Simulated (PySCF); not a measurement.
**C7H10Si (SMILES C=CCC1=CC=C[SiH2]1): density, localisation and related maps**

```xyz
18

C     2.8064    0.4486   -1.1012
C     1.9908    0.6227   -0.0791
C     1.2601   -0.4799    0.6264
C    -0.2122   -0.3028    0.4280
C    -1.0621    0.1203    1.3748
C    -2.4530    0.2696    0.9755
C    -2.7410   -0.0188   -0.2998
Si   -1.1669   -0.5466   -1.1910
H     3.3028    1.2739   -1.5835
H     3.0210   -0.5316   -1.4951
H     1.7835    1.6168    0.2959
H     1.5004   -0.4456    1.6943
H     1.5769   -1.4452    0.2250
H    -0.7690    0.3429    2.3928
H    -3.1819    0.5996    1.7039
H    -3.7397    0.0559   -0.6958
H    -1.1787   -1.9410   -1.6372
H    -0.7461    0.3675   -2.2524
```

Geometry: GFN2-xTB.

All numbers below come from PBE0/pcSseg-1, SCF density, gas phase, non-relativistic (PySCF 2.14.0).

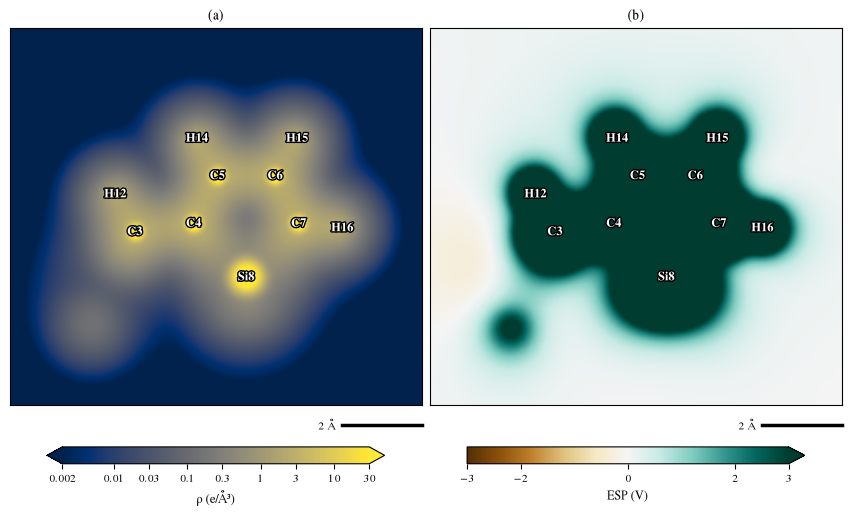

Figure 1. (a) total electron density; (b) electrostatic potential on the plane of atoms C3, C4 and Si8.

Interpret the plot.

- The plane passes through C, Si and H nuclei.
- C–C (1.34 Å): ρ at the midpoint is about 2.3 e/Å³.
- C–Si (1.88 Å): the density is about 0.92 e/Å³ at the midpoint.
- C–H (1.08 Å): the density is about 2 e/Å³ at the midpoint.
- C–C (1.45 Å): ρ at the midpoint is about 1.9 e/Å³.
- C–C (1.50 Å): the density is about 1.7 e/Å³ at the midpoint.
- Outside the dense part of the molecule the potential is most negative (−0.3 V) near C1, which lies off the plane.

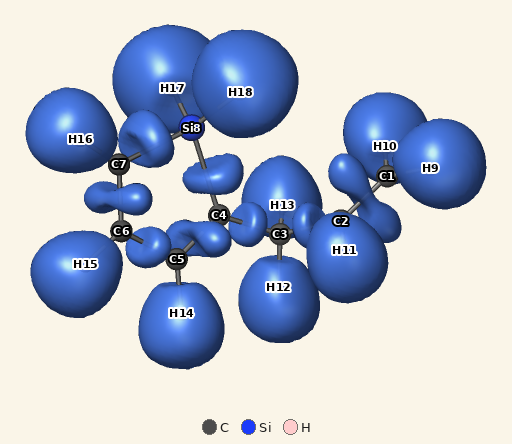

Figure 2. Isosurface of the electron localisation function at 0.8 (blue), seen at a tilt. Core shells and regions of very low density are left out.

Where are the electrons localised?

The ELF exceeds this value in six regions between bonded C–C atoms (shared pairs), two regions between bonded C–Si atoms (shared pairs) and ten regions around hydrogen nuclei. Along the contacts the grid gives the following. C–C (1.32 Å): the ELF peaks at about 0.90 between the atoms; a multiple bond. C–Si (1.88 Å): the ELF peaks at about 0.95 between the atoms: localised, covalent bonding.

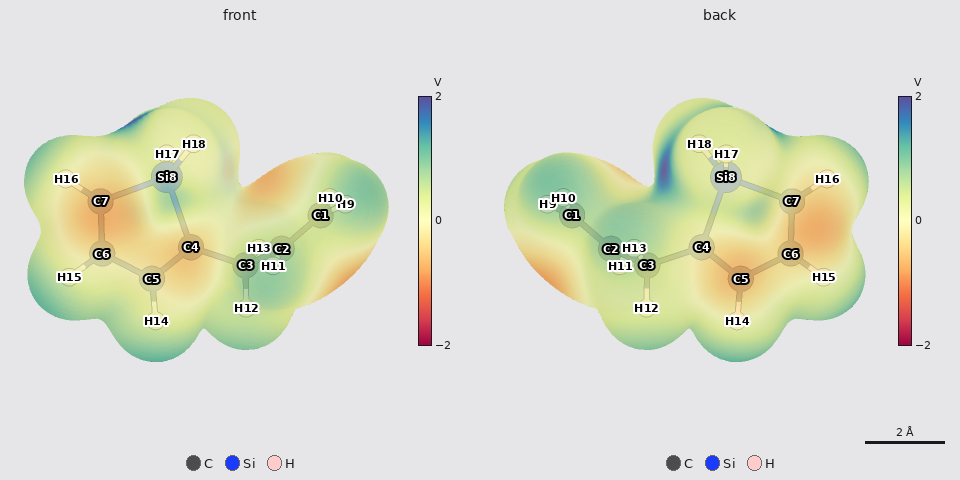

Figure 3. The electrostatic potential painted on the density surface at 0.004 e/bohr³, seen from the front and from behind; the colour scale runs from red (negative) to blue (positive).

Where is the surface potential most negative and most positive?

The most negative region (about −0.8 V) lies over the π face of C1, C2, C6 and C7, the most positive (about +1.9 V) over Si8.

What dipole moment does the calculation give?

Its dipole moment is 0.27 D.
